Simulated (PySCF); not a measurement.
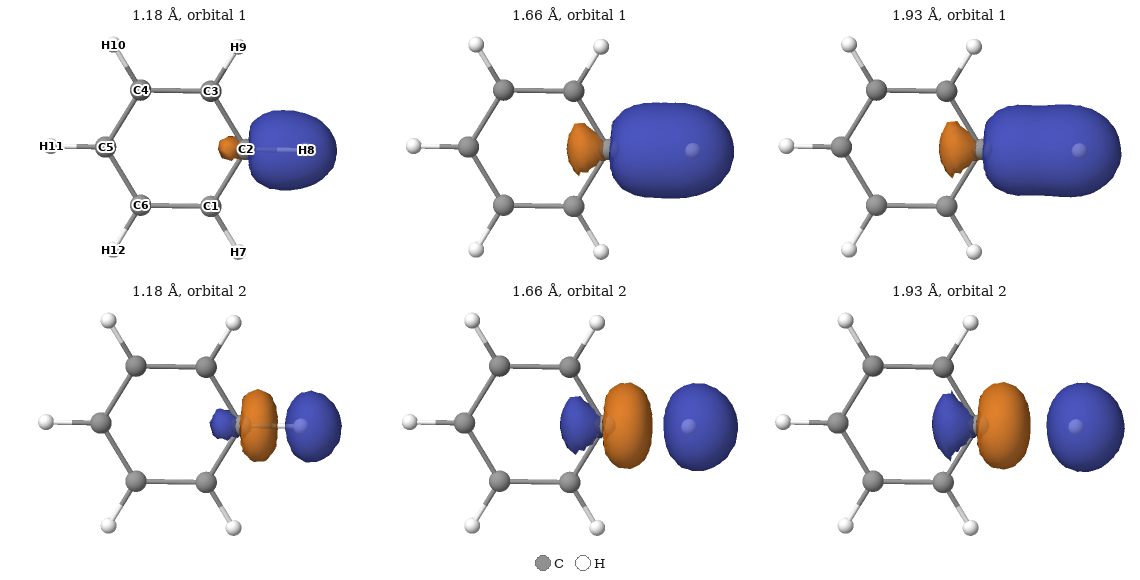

C$_{6}$H$_{6}$, SMILES `c1ccccc1`. Rigid stretch of the C2–H8 bond. The two CASSCF(2,2) natural orbitals nearest half filling (orbital 1 the more occupied).

PySCF calculation, 6-31G* basis, gas phase; geometry: GFN2-xTB. No frequency check shows the geometry to be a minimum.

Input

```python
import numpy as np
from pyscf import gto, scf, mcscf

mol = gto.M(atom='''
C      1.33740     0.35839     0.00000
C      0.35832     1.33742     0.00000
C     -0.97909     0.97902     0.00000
C     -1.33741    -0.35840     0.00000
C     -0.35833    -1.33743     0.00000
C      0.97911    -0.97900     0.00000
H      2.38105     0.63806     0.00000
H      0.63794     2.38108     0.00000
H     -1.74312     1.74301     0.00000
H     -2.38106    -0.63807     0.00000
H     -0.63795    -2.38109     0.00000
H      1.74317    -1.74296     0.00000
''', basis='6-31g*', charge=0, spin=0, verbose=4)
# stretch the bond between atoms 2 and 8, from long to short, fragments rigid
a, b, move = 1, 7, [7]
xyz = mol.atom_coords(unit='Angstrom')
u = xyz[b] - xyz[a]
r0 = np.linalg.norm(u)
rows, last, dm_u = [], None, None
for r in [3.0, 2.35, 1.93, 1.66, 1.44, 1.28, 1.18, 1.07, 0.98]:
    new = xyz.copy()
    new[move] += u / r0 * (r - r0)
    m = mol.set_geom_(new, unit='Angstrom', inplace=False)
    rhf = scf.RHF(m).density_fit(auxbasis='def2-universal-jkfit').run()
    uhf = scf.UHF(m).density_fit(auxbasis='def2-universal-jkfit').newton()
    if dm_u is None:
        c = rhf.mo_coeff
        h = m.nelectron // 2 - 1
        ca, cb = c.copy(), c.copy()
        ca[:, h], cb[:, h] = (c[:, h] + c[:, h + 1]) / 2**.5, (c[:, h] - c[:, h + 1]) / 2**.5
        dm_u = np.array([x[:, :h + 1] @ x[:, :h + 1].T for x in (ca, cb)])
    uhf.kernel(dm0=dm_u)
    for _ in range(3):
        c, _, stable, _ = uhf.stability(return_status=True)
        if stable:
            break
        uhf.kernel(c, uhf.mo_occ)
    dm_u = uhf.make_rdm1()
    mc = mcscf.CASSCF(rhf, 2, 2)
    mc.natorb = True
    mc.fix_spin_(ss=0)
    guess = mcscf.addons.make_natural_orbitals(uhf)[1] if last is None else mcscf.project_init_guess(mc, last.mo_coeff, last.mol)
    mc.kernel(guess)
    last = mc
    act = slice(mc.ncore, mc.ncore + mc.ncas)
    print('r %.3f  RHF %.6f  UHF %.6f  <S^2> %.3f  CASSCF %.6f  occupations' % (r, rhf.e_tot, uhf.e_tot, uhf.spin_square()[0], mc.e_tot), mc.mo_occ[act].round(4))
    rows.append((new, rhf.e_tot, uhf.e_tot, uhf.spin_square()[0], mc.e_tot, mc.mo_occ[act], mc.mo_coeff[:, act], dm_u[0] - dm_u[1], rhf.converged and uhf.converged and mc.converged))
    np.savez('result.npz', **{k: [row[i] for row in rows] for i, k in enumerate('xyz rhf uhf s2 cas occ c spin ok'.split())})
```

Launched as:

```sh
OMP_NUM_THREADS=1 python input.py
```

The run took 6.7 min on 1 thread of Arm Neoverse V1, on a shared host, peak memory 0.46 GiB.

How do the occupations change along the stretch?

1.18 Å: 1.98 and 0.02; 1.66 Å: 1.90 and 0.10; 1.93 Å: 1.82 and 0.18. At the longest distance computed (3.00 Å) they are 1.27 and 0.73, and the effective number of unpaired electrons is 1.7.

UHF's ⟨S²⟩ passes 1 along the scan (up to 1.60), so it also polarises electrons outside the stretched bond; its energy lowering isn't due to that bond alone.

UHF already breaks spin symmetry near equilibrium here (⟨S²⟩ = 0.41 at 1.07 Å), for reasons apart from this bond.

How much energy does the stretch cost?

By CASSCF, 4.6 eV from the lowest point of the scan (1.07 Å) to 3.00 Å; RHF gives 7.9 eV from its own lowest point. The fragments aren't relaxed and dynamic correlation is missing, so this isn't a bond dissociation energy.
